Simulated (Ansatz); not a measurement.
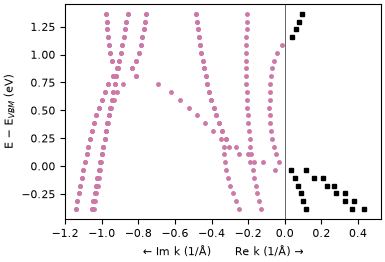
Complex bands at the centre of the two-dimensional zone; r2SCAN in Ansatz (a program for electronic structure)

The gap is the functional's own, uncorrected, and κ follows it; spin-orbit coupling is left out. Mid-gap values are interpolated between the computed energies.

Task: This is CdSe (P6_3mc, wurtzite, 4 atoms a cell, 29.0 Å³ an atom) along the normal of (100). Read off the slowest decay at the centre of the two-dimensional zone at 0.53 eV, the computed energy nearest the middle of the gap.

Result: κ ≈ 0.08 1/Å, a decay length 1/(2κ) of the density of 6.0 Å.
